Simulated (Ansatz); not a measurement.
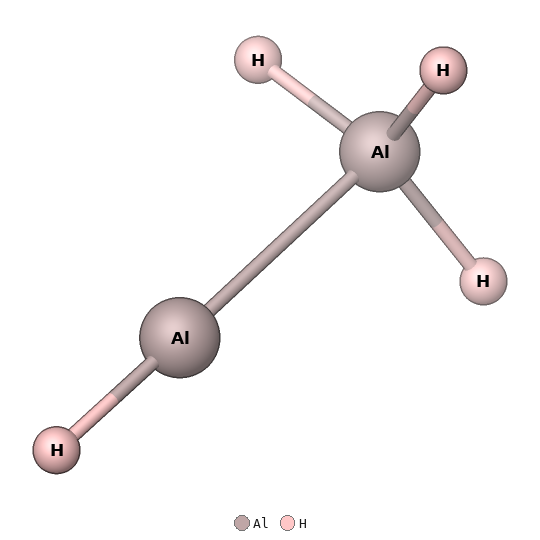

Atoms fade into the background with distance from the viewer. The computed structure is the end point of a PBE0-D4/def2-TZVP optimisation. No frequency run is at hand to confirm it as a minimum.

List the symmetry elements and name the point group.

Answer. It has 1 C3 axis and 3 mirror planes, so the point group is C3v. The group has 6 operations. The geometry is achiral, and symmetry allows a dipole moment.
